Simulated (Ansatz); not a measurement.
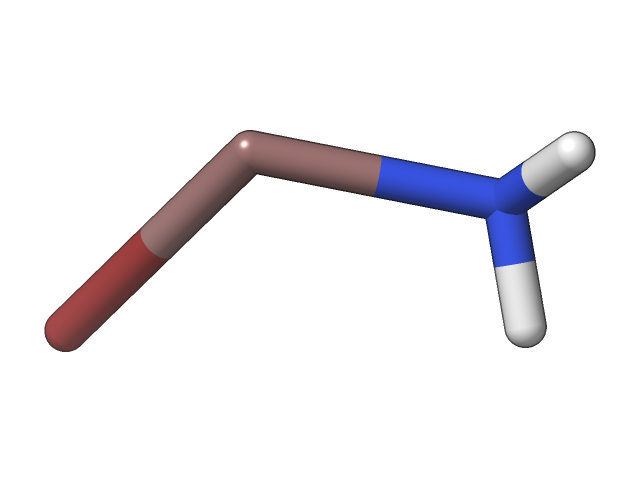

A stick model of a molecule. Colours: nitrogen blue, indium brown, bromine red, hydrogen white.

State: neutral, doublet. The computed structure is the end point of a PBE0-D4/def2-TZVP optimisation.

Question: Which formula does it have?

Answer: BrH2InN, 5 atoms: 1 bromine, 2 hydrogen, 1 indium and 1 nitrogen.

Question: Which point group does it belong to?

Answer: C1.

Question: What is its SMILES?

Answer: [NH2][In][Br]

The parts below concern this one geometry. Atoms keep their numbers from picture to picture.

**Shape**

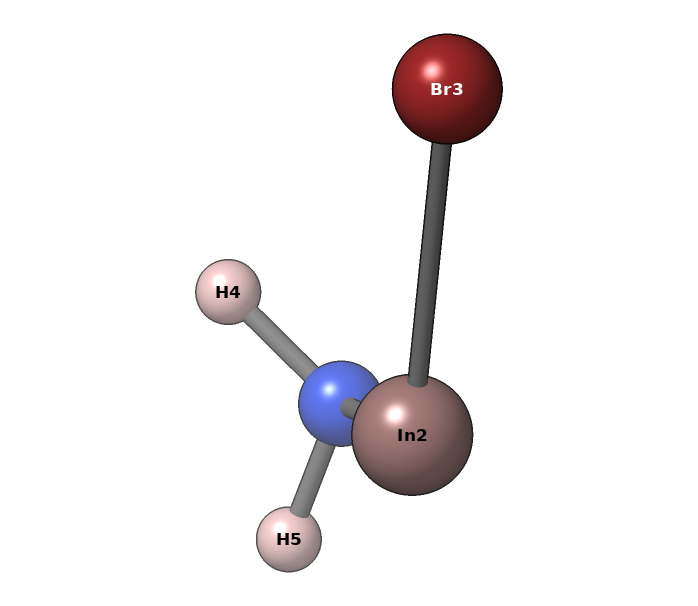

N1 lies behind In2. The molecule seen a little off the In2–N1 bond, In2 in front. Depth is shown by fading: the farther an atom, the more it takes the colour of the background.

Question: What is the torsion angle Br3–In2–N1–H4? The sign is positive where the front bond must turn clockwise to cover the back bond.

Answer: −43°, synclinal (gauche).

**Dipole moment**

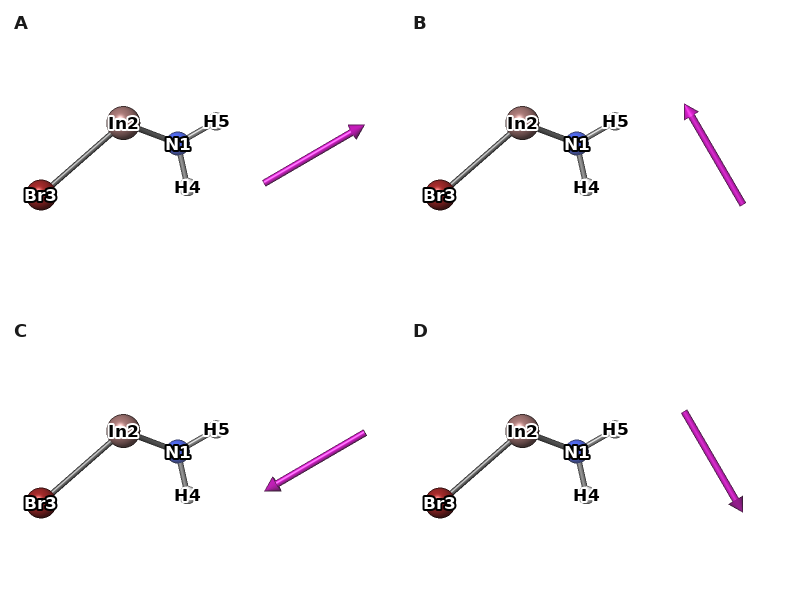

The same molecule four times, each with an arrow. Level of theory: UKS ωB97M-V/def2-TZVPP, core potentials on In (Ansatz 0.2.0).

Question: Which arrow points along the dipole moment, from the negative to the positive end?

Answer: A. The dipole moment is 3.33 D; it points from the side of Br3 to the side of H5 (the outermost atoms at the two ends).

**Charges**

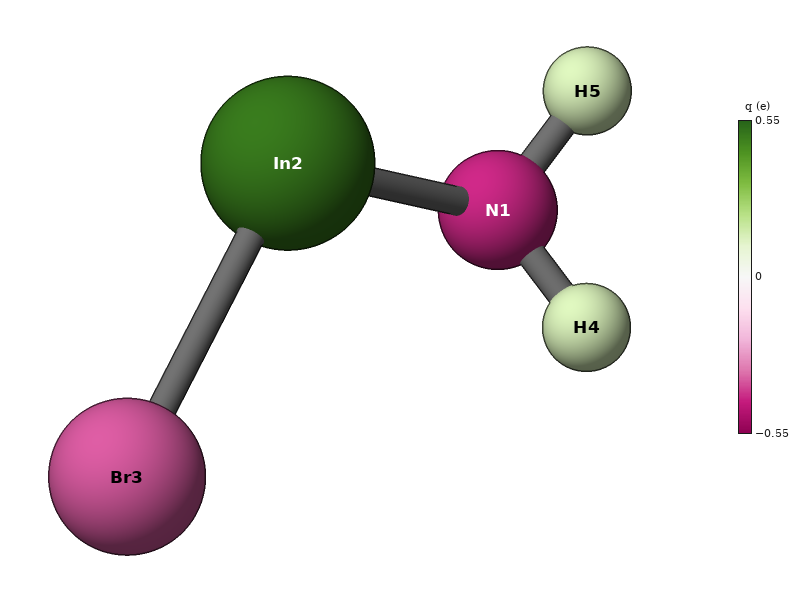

Atoms are coloured by their Mulliken charges. Level of theory: UKS PBE-D4/def2-TZVPP, core potentials on In (Ansatz 0.2.0).

Question: Which atom carries the highest charge (most positive or least negative)?

Answer: In2 (0.50 e).

Question: And the lowest?

Answer: N1 (−0.42 e).

Give the Mulliken charges atom by atom.

```tsv
atom	value (e)
N1	−0.42
In2	0.50
Br3	−0.36
H4	0.14
H5	0.14
```

**Thermal motion**

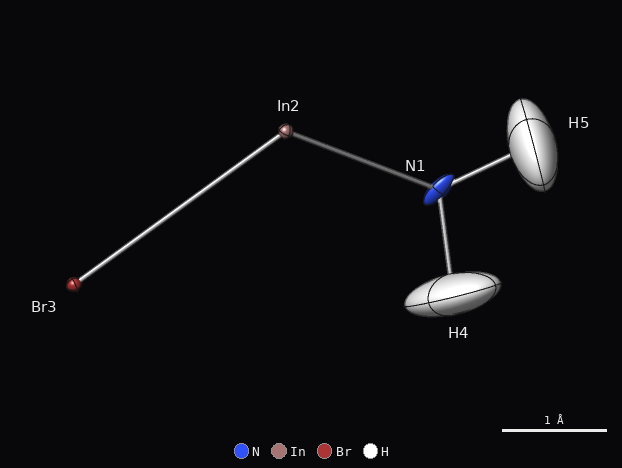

Displacement ellipsoids at the 50 % level, enlarged 1.5 times, from the internal vibrations of the free molecule (harmonic, no overall translation or rotation; no half-axis is drawn under 0.075 Å). Vibrations computed with UKS PBE0-D4/def2-TZVP, core potentials on In (Ansatz 0.2.0). Temperature: 0 K (zero-point motion alone).

Question: Which atom moves most?

Answer: H4, with U_eq = 0.0296 Å².

Question: Does H4 move more along its bond or across it?

Answer: Across it: the root-mean-square amplitude is 0.088 Å along the bond and up to 0.235 Å across, since bending and torsion are softer than stretching.

List U_eq and the three principal root-mean-square amplitudes for each kind of atom.

```json
{"atom": "N1", "U_eq (Å²)": "0.0033", "rms amplitudes (Å)": "0.016, 0.047, 0.086"}
{"atom": "In2", "U_eq (Å²)": "0.00018", "rms amplitudes (Å)": "0.002, 0.013, 0.019"}
{"atom": "Br3", "U_eq (Å²)": "0.00028", "rms amplitudes (Å)": "0.002, 0.014, 0.025"}
{"atom": "H4", "U_eq (Å²)": "0.0296", "rms amplitudes (Å)": "0.085, 0.163, 0.235"}
{"atom": "H5", "U_eq (Å²)": "0.0291", "rms amplitudes (Å)": "0.098, 0.167, 0.223"}
```

Mulliken values depend strongly on the basis set and can even reverse the polarity of a bond.
